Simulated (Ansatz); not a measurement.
# CsBiSe3 (model cell, started as cubic perovskite with Bi in the octahedra): following an unstable mode, part 3 of 3

Aim: this structure of CsBiSe3 (model cell, started as cubic perovskite with Bi in the octahedra) is to be tested for unstable modes, and one is followed downhill.

Ansatz 0.2.0; DFT PBE, scalar-relativistic, plane waves, PAW; PAW set soft_1.

So far. Step 5 (Energy along the mode, all amplitudes (two of the runs …): The lowest of the steps tried is the last one, at 0.6 Å, 12.7 meV/atom below the parent; the bottom of the well need not coincide with a step. Step 7 (The new phase in its own primitive cell): The largest force component left is 0.79 meV/Å and the pressure is 0.000 GPa, within the tolerances set. The cell now holds 33.41 Å³/atom. The relaxed cell has a, b, c = 7.978, 4.590, 9.123 Å (conventional setting).

The structure was built from a prototype and need not be the compound's stable phase.

### Step 8. Modes of the new phase, k-mesh 6×8×4

A relaxed structure may still be a saddle point, so its zone-centre modes are computed. No field response is asked, since the mesh shows no gap.

input.yaml

```yaml
crystal:
  lattice:
    - [7.977706103, 0.0, 0.0]
    - [0.0, 4.5901528265, 0.0]
    - [0.0, 0.0, 9.1234564253]
  atoms:
    - { symbol: Cs, position: [0.75, 0.0, 0.7125455099] }
    - { symbol: Cs, position: [0.25, 0.0, 0.2874544901] }
    - { symbol: Bi, position: [0.25, 0.5, 0.7175730967] }
    - { symbol: Bi, position: [0.75, 0.5, 0.2824269033] }
    - { symbol: Se, position: [0.5, 0.5, 0.0] }
    - { symbol: Se, position: [0.0, 0.5, 0.5] }
    - { symbol: Se, position: [0.5, 0.5, 0.5] }
    - { symbol: Se, position: [0.0, 0.5, 0.0] }
    - { symbol: Se, position: [0.25, 0.0, 0.9166047354] }
    - { symbol: Se, position: [0.75, 0.0, 0.0833952646] }
kpoints:
  mp_grid: { grid: [6, 8, 4] }
hamiltonian:
  xc: pbe
  pseudopotentials: { kind: paw, azcp: { folder: soft_1 } }
scf:
  occupations: { method: methfessel_paxton, width: 0.2 }
output:
  eigenvalues: true
phonons:
  method: dfpt
```

Launch:

```bash
$ ansatz run input.yaml --threads 4 --pin off --max-ram 16384MiB --backend cpu --events-out ev --progress --plain --runs-dir out
```

Numbers of over 12 decimals in the logs are rounded to 6 here.

The log of the run:

```text
zone centre: on kpoints.mp_grid the ground state, and the responses unless they are solved on pairs of k-points, stand on 70 of the mesh's 192 k-points, reduced under 2 symmetry operations, with k and −k counted as one. Each operation leaves every solved displacement unchanged or reverses it
[...]
Crystal: 10 atoms, lattice volume = 334.091 Å³
Basis set: ecut = 420 eV, 6583 PW (Γ), exchange–correlation on 108×64×128 points (8 copies of the dense FFT grid, shifted against one another)
Bands: 87, of which v1, the nominal top of the filled ones, is band 72 counted from 1 (71 counted from 0)
Symmetry: 8 space group operations
k-points: 70 of 192 (irreducible under 2 space group operations, time reversal used)
[...]
SCF iter   1: F=—  HF=-68964.697014 eV  |F-HF|=—  |Δ(HF+E_count)|=         —  Δρ=3.81e-2  dr2=2.53e1  ethr=3.10e-3  ⟨swp⟩=6.6  Hψ=23841  notcnv=0
[...]
SCF iter  12: F=-68958.715598 eV  HF=-68958.715598 eV  |F-HF|=1.46e-11  |Δ(HF+E_count)|=  7.28e-11  S|Δr|=    0.00e0  Δρ=4.66e-8  dr2=8.15e-12  ethr=1.00e-12  ⟨swp⟩=13.5  Hψ=38677  notcnv=0
SCF 1 converged in 12 iterations: F = -68958.715598 eV  dr2 = 8.15e-12
[...]
DFPT response loops at Γ: preconditioner auto → Kerker (q_TF=auto, 2.371 Å⁻¹) (partly filled bands, converged f_vac=0.069); β = 1.00, the filter's whole step (`scf.mixing.beta` (0.50) is not read by the response loops under this deck's `scf.mixing.preconditioner`; to damp them name `kerker` or `kerker_dos`, under which they read `scf.mixing.beta`, and type it under 1.00, their step now; both keys bind the ground state too); Broyden in place of MSR1
SCF converged after 12 iterations
[...]
Free energy (F): -68958.715598 eV
[...]
Internal energy: -68958.711362 eV  (E = F + TS)
E sigma→0 (E₀):  -68958.714539 eV
Entropy (-TS):   -0.004236 eV (-0.424 meV/atom)
Fermi energy:    6.599355 eV
[...]
--- Band table (eV; the first three rows and the last of 70) ---
  k-point 0: bands = [... 68 lower, 5.6017, 5.8169, 6.1894, 6.7223, 6.8851, 6.9142, 7.1757, 7.4792, ... 11 higher]
  k-point 1: bands = [... 68 lower, 5.4661, 5.8085, 6.1871, 6.1986, 6.6458, 7.3638, 7.5681, 7.9689, ... 11 higher]
  k-point 2: bands = [... 68 lower, 5.6035, 5.7999, 5.8596, 6.1920, 6.3777, 7.4447, 8.1589, 8.7498, ... 11 higher]
  k-point 69: bands = [... 68 lower, 5.4905, 5.4905, 6.6313, 6.6313, 7.1852, 7.1852, 8.4136, 8.4136, ... 11 higher]
--- Phonons (Γ-DFPT): 15 representative perturbations + reference, on 70 of 192 k-points (Σ response iterations 54) ---
  k mesh reduced under 2 symmetry operations, with k and −k counted as one. Each operation leaves every solved displacement unchanged or reverses it
  ASR residual: 2.435e-4 → 0.000e0 eV/Å²; symmetrization residual: 4.966e-5 eV/Å²
  ASR residual per site (eV/Å²): 7.50e-5 7.50e-5 2.43e-4 2.43e-4 1.27e-4 7.71e-5 7.71e-5 1.27e-4 4.93e-5 4.93e-5
  Γ frequencies (cm⁻¹): -103.52 -77.24 -72.73 -35.59 0.00 0.00 0.00 21.28 25.45 32.76 49.74 51.08 51.24 54.53 55.13 55.77 60.17 77.28 77.31 78.84 83.25 87.58 91.37 99.75 101.22 109.43 120.54 122.98 139.43 159.28
  non-analytic LO–TO correction: not included (Born effective charges unavailable; polar crystals: no LO–TO splitting at Γ)
```

It took 24 min on 4 threads of Arm Neoverse V1, shared host; peak memory 6.1 GiB; 1.6 h of CPU time.

This step gave:

```
sum-rule residual before enforcement                    : 2.43e-4 eV/Å²
point group                                             : mmm
highest optical mode at the zone centre (no LO-TO term) : 159.3 cm⁻¹
lowest optical zone-centre mode                         : -103.5 cm⁻¹
```

Patterns of degenerate modes are one choice out of their space. The modes at Γ (shares of kinetic energy by element, %) (negative means imaginary):

| mode | frequency (cm⁻¹) | symmetry | Cs % | Bi % | Se % |
| --- | --- | --- | --- | --- | --- |
| 1 | -103.5 | B3g | 0 | 9 | 91 |
| 2 | -77.2 | Au | 0 | 0 | 100 |
| 3 | -72.7 | B1u | 1 | 4 | 95 |
| 4 | -35.6 | B3u | 3 | 24 | 73 |
| 5 | 0.0 | acoustic | 23 | 36 | 41 |
| 6 | 0.0 | acoustic | 23 | 36 | 41 |
| 7 | 0.0 | acoustic | 23 | 36 | 41 |
| 8 | 21.3 | B1u | 13 | 50 | 37 |
| 9 | 25.4 | B2u | 39 | 18 | 44 |
| 10 | 32.8 | B3u | 45 | 30 | 25 |
| 11 | 49.7 | B2g | 91 | 8 | 1 |
| 12 | 51.1 | B3g | 100 | 0 | 0 |
| 13 | 51.2 | B2g | 0 | 6 | 94 |
| 14 | 54.5 | B2u | 0 | 25 | 75 |
| 15 | 55.1 | Ag | 62 | 21 | 17 |
| 16 | 55.8 | B3u | 0 | 0 | 100 |
| 17 | 60.2 | Au | 0 | 0 | 100 |
| 18 | 77.3 | B1u | 29 | 1 | 70 |
| 19 | 77.3 | B3u | 0 | 2 | 97 |
| 20 | 78.8 | B2u | 38 | 0 | 62 |
| 21 | 83.2 | B3g | 0 | 91 | 9 |
| 22 | 87.6 | B3u | 28 | 0 | 72 |
| 23 | 91.4 | B2g | 9 | 86 | 5 |
| 24 | 99.8 | B1u | 26 | 2 | 72 |
| 25 | 101.2 | Ag | 36 | 54 | 10 |
| 26 | 109.4 | B3u | 1 | 7 | 92 |
| 27 | 120.5 | B1u | 7 | 7 | 86 |
| 28 | 123.0 | B2u | 0 | 21 | 79 |
| 29 | 139.4 | Ag | 2 | 25 | 73 |
| 30 | 159.3 | B1u | 1 | 1 | 99 |

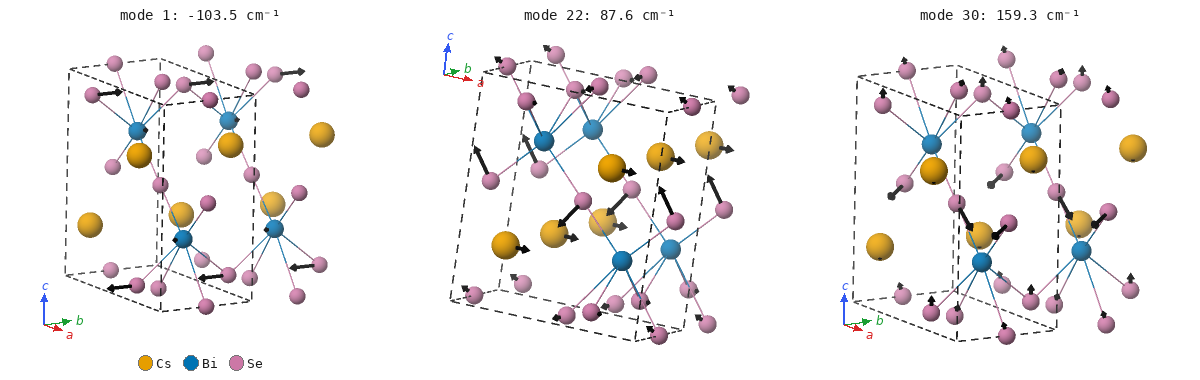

Displacement patterns of modes 1, 22 and 30 at Γ; arrows are exaggerated. 1×2×1 cells are drawn. Some periodic images of atoms are drawn too.

Before it was imposed, the acoustic sum rule was missed by 2.4e-4 eV/Å². Small misses are needed for a sound result but don't prove that mesh and cutoff are converged. The lowest optical mode is imaginary, 103.5i cm⁻¹, so the energy falls along it.

### Step 9. Results

- unstable mode of the parent: q = (0, -0.5, -0.5), 59i cm⁻¹
- depth at the lowest point sampled: 12.7 meV/atom
- largest atomic shift at that point: 0.6 Å
- space group reached (within 0.01 Å): Pmma
- energy gained over the parent (first relaxation, on the mesh of the frozen mode): 103 meV/atom
- volume per atom, phase reached: 33.4 Å³
- lowest optical zone-centre mode, phase reached: -104 cm⁻¹
- highest optical mode at the zone centre (no LO-TO term), phase reached: 159 cm⁻¹

What this shows: Along this mode the structure falls into Pmma, 103 meV/atom below the parent. At the parent's cell the well is 12.71 meV/atom deep on the steps tried, with its lowest point at a shift of 0.6 Å. That is the last step tried, so the steps alone don't bracket the bottom of the well. Relaxing atoms and cell changes the gain by +90.04 meV/atom against the lowest step (energies at zero smearing). Most of the total comes from this relaxation. The new phase still has an imaginary mode at the zone centre of its cell, so it is a saddle point on the way to a lower structure. Of the 4 patterns followed to their end from this parent, this one reaches the lowest energy. Each path keeps the symmetry of its pattern, so a lower phase may lie along a pattern not tried. With no gap, or one that is small against the smearing, the frequencies hang on the k mesh and the smearing, most of all near Kohn anomalies. Spin-orbit coupling is left out, which can matter for the heavy elements here. The starting cell was built on a prototype and not taken from a measurement, so the phase need not exist.

[Logs are printed without paths, hosts, clocks, repeated set-up lines and the standing remarks that a program may print on its own settings, such as how far it seeks lower states.]

[Hosts, paths, dates, database ids (printed as entryN), source tags and the programs' standing remarks are cut or masked in the printed files.]
